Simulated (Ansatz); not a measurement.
**Amorphous Al₂₈O₄₄Ti**

It comes from a melt-quench run on a machine-learned potential (CHGNet), relaxed afterwards by DFT. O atoms were pushed apart under 1.9 Å during the dynamics, to hinder bonds among them. The hot cell started wider than the set density and was brought back towards it in steps. It is the lowest in DFT energy of 2 quenches. It is a model cell: composition and starting density were chosen by hand, and all elements were melted together. No dispersion term was used.

Methods: PBE, scalar-relativistic without spin-orbit coupling (Ansatz, an electronic-structure program); r2SCAN, scalar-relativistic without spin-orbit coupling (Ansatz); HSE06, scalar-relativistic without spin-orbit coupling (Ansatz). Geometry, pressure, stress and energy are those of the PBE run. Its sampling: a 2×2×2 Γ-centred mesh; Fermi-Dirac width 0.02 eV; no spin polarisation. Other functionals are single points at the zone centre (r2SCAN at 500 eV; exact exchange cut at the cell's faces), free to take moments where seeds were set. At PBE the levels at both edges of the gap are localised (band-tail or defect states), and the nearest spread-out levels lie 3.9 eV apart at the zone centre.

```yaml
number_of_atoms_in_the_cell: 73
Density (volume relaxed, without dispersion): 3.09 g/cm³
volume_per_atom: 11.11 Å^3
Pressure on a 2×2×2 Γ-centred mesh: 0.04 GPa
Largest force and stress component on that mesh (the relaxation ran on the zone centre alone): 0.04 eV/Å and 0.1 GPa
Energy relative to corundum + anatase TiO2 (lowest mix at this level among the phases computed, not always the ambient ones): 16.4 kJ/mol of atoms
Gap between localised states on a 2×2×2 Γ-centred mesh (PBE): 2.57 eV
Gap between localised states at the zone centre (PBE): 2.58 eV
Gap between localised states at the zone centre (r2SCAN): 2.95 eV
Gap between localised states at the zone centre (HSE06): 4.29 eV
```

Neighbours within Al-Al 2.66 Å, Al-O 2.22 Å, Al-Ti 2.89 Å, O-O 1.58 Å, O-Ti 2.49 Å, Ti-Ti 3.12 Å count as bonded. Two cations that share two anions don't count as bonded, nor two that share one unless they lie closer than Al-Al 2.59 Å, Al-Ti 2.81 Å, Ti-Ti 3.04 Å.

| Quantity | Result |
|---|---|
| Mean coordination of Al by anions | 4.46 (17 with 4, 9 with 5, 2 with 6) |
| Mean coordination of O | 2.98 (2 with 2, 41 with 3, 1 with 4) |
| Mean coordination of Ti by anions | 6.00 (1 with 6) |
| Mean Al-O bond | 1.845 Å (spread 0.084 Å, 125 counted) |
| Mean O-Ti bond | 1.997 Å (spread 0.116 Å, 6 counted) |

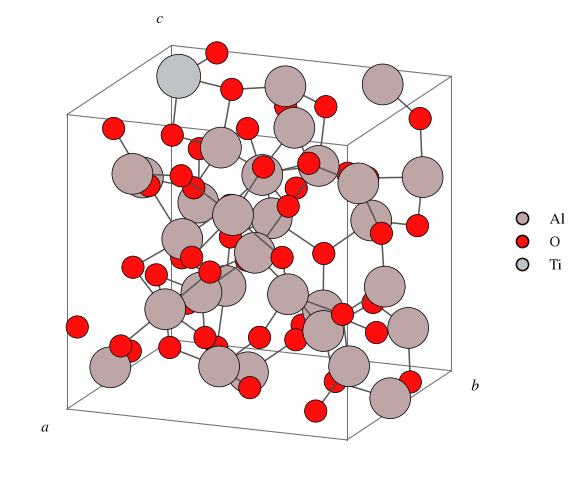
Figure: The relaxed cell

Its density started from a set value of 3.12 g/cm³. Cooling (nominally 280 K/ps over its main leg) ran many orders faster than in experiment, which tends to leave more defects and strain. A cell of this size samples the disorder only roughly. Volume and shape were free in the relaxation.
